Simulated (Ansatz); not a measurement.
**PBE0/def2-SVPD (core potential) run of WO3 (tungsten trioxide)**

Aim: the energy change on altering one bond length of WO3 (tungsten trioxide) at PBE0/def2-SVPD (core potential), from 2 runs. 

The results are computed with Ansatz 0.2.0.

**1. The structure to begin with**

WO3: 4 atoms, total charge 0, spin state singlet. SMILES: `[O]=[W](=[O])=[O]`. The shape is that of a PBE0-D4/def2-TZVP optimisation.

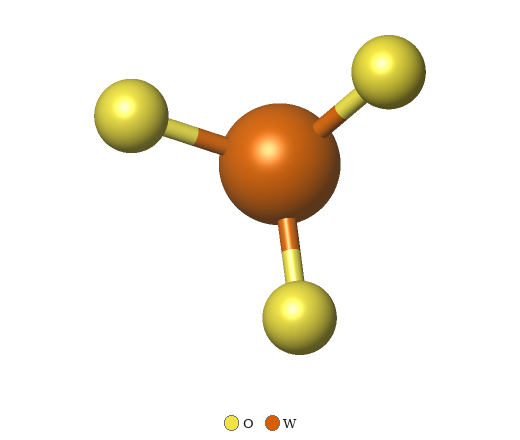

The structure, seen from a chosen angle (oxygen yellow, tungsten orange).

**2. The energy at PBE0/def2-SVPD (core potential)**

Input file in.yaml:

```yaml
crystal:
  periodic: [false, false, false]
  atoms:
    - {symbol: O, position_ang: [-0.237500, 0.265200, 1.555000]}
    - {symbol: W, position_ang: [-0.366400, -0.283700, -0.065200]}
    - {symbol: O, position_ang: [1.071700, -1.143300, -0.433900]}
    - {symbol: O, position_ang: [-0.412200, 1.101500, -1.076300]}
basis:
  gaussian:
    orbitals: def2-SVPD
hamiltonian:
  xc: pbe0
accuracy: high
output: {orbitals: {seedname: orbitals}}
```

Run with:

```
ansatz run in.yaml --threads 1 --pin off --max-ram 3480MiB --events-out events.jsonl --progress --plain --runs-dir runs
```

The program printed:

```text
Warning: RAYON_NUM_THREADS=1 ignored (pool sized by the plan → 1); use --threads N
Functional definition: PBE0
  name "PBE0"
  parameter a = 0.25
  parameter kappa = 0.804
  parameter beta = 0.06672455060314922
  exchange = (1 - a)*pbe_x(kappa = kappa, mu = beta*pi^2/3) + a*exact_x
  correlation = pbe_c(beta = beta)
2057 factors; integrals over basis functions are off by at most 2.8e-9 eV
mean field evaluation 1: about -7932.4444 eV, gradient 1.1e2 eV
mean field evaluation 2: about -7674.9965 eV, gradient 3.5e2 eV
mean field evaluation 4: about -7956.7195 eV, gradient 9.7e0 eV
mean field evaluation 8: about -7956.9169 eV, gradient 9.6e-1 eV
mean field evaluation 16: about -7957.0630 eV, gradient 7.2e-4 eV
mean field -7957.06295271 eV, -292.4166700211 hartree, gradient 5.7e-8 eV, S^2 0.000000; 0 other end points of the search recorded, 0 dependent functions left out
reference -7957.06295552 eV, -292.4166701242 hartree; 19, 19 occupied and 85, 85 virtual orbitals, 2057 factors
Total energy: -7957.06295552 eV, -292.4166701242 hartree
```

Run time: 11 s. Hardware: 1 thread of Arm Neoverse V1, shared host; peak memory 0.34 GiB.

**3. The distorted shape**

Input file job.yaml:

```yaml
basis:
  gaussian: {orbitals: def2-SVPD}
crystal:
  periodic: [false, false, false]
  atoms:
    - {symbol: O, position_ang: [-0.668958, 0.523097, 1.665617]}
    - {symbol: W, position_ang: [-0.797858, -0.025803, 0.045417]}
    - {symbol: O, position_ang: [1.071700, -1.143300, -0.433900]}
    - {symbol: O, position_ang: [-0.843658, 1.359397, -0.965683]}
hamiltonian: {xc: {name: PBE0}}
accuracy: high
output: {orbitals: {seedname: orbitals}}
```

Run with:

```
ansatz run job.yaml --threads 1 --pin off --max-ram 3480MiB --events-out events.jsonl --progress --plain --runs-dir runs
```

The program printed:

```text
Warning: RAYON_NUM_THREADS=1 ignored (pool sized by the plan → 1); use --threads N
Functional definition: PBE0
  name "PBE0"
  parameter a = 0.25
  parameter kappa = 0.804
  parameter beta = 0.06672455060314922
  exchange = (1 - a)*pbe_x(kappa = kappa, mu = beta*pi^2/3) + a*exact_x
  correlation = pbe_c(beta = beta)
2063 factors; integrals over basis functions are off by at most 3.0e-9 eV
mean field evaluation 1: about -7920.1829 eV, gradient 1.2e2 eV
mean field evaluation 2: about -7545.3255 eV, gradient 3.6e2 eV
mean field evaluation 4: about -7803.5235 eV, gradient 2.0e2 eV
mean field evaluation 8: about -7953.7948 eV, gradient 7.1e0 eV
mean field evaluation 16: about -7954.0271 eV, gradient 1.1e-6 eV
mean field -7954.02706250 eV, -292.3051031137 hartree, gradient 3.6e-8 eV, S^2 0.000000; 0 other end points of the search recorded, 0 dependent functions left out
reference -7954.02706517 eV, -292.3051032118 hartree; 19, 19 occupied and 85, 85 virtual orbitals, 2063 factors
Total energy: -7954.02706517 eV, -292.3051032118 hartree
```

Run time: 11 s. Hardware: 1 thread of Arm Neoverse V1, shared host; peak memory 0.35 GiB.

**4. Outcome**

Level: PBE0/def2-SVPD (core potential).

```
                                                         quantity          value
                                        first shape: total energy  -292.41667 Eh
                                         first shape: HOMO energy       -9.08 eV
                                         first shape: LUMO energy       -4.89 eV
                                       first shape: HOMO–LUMO gap        4.18 eV
                                    distorted shape: total energy  -292.30510 Eh
                                     distorted shape: HOMO energy       -8.00 eV
                                     distorted shape: LUMO energy       -5.48 eV
                                   distorted shape: HOMO–LUMO gap        2.52 eV
energy change with the W2–O3 bond stretched from 1.716 to 2.230 Å       3.036 eV
```

What this shows: With the W2–O3 bond stretched from 1.716 to 2.230 Å the energy rises by 3.04 eV (293 kJ/mol). The first shape isn't relaxed at this level, so the change isn't measured from a minimum.
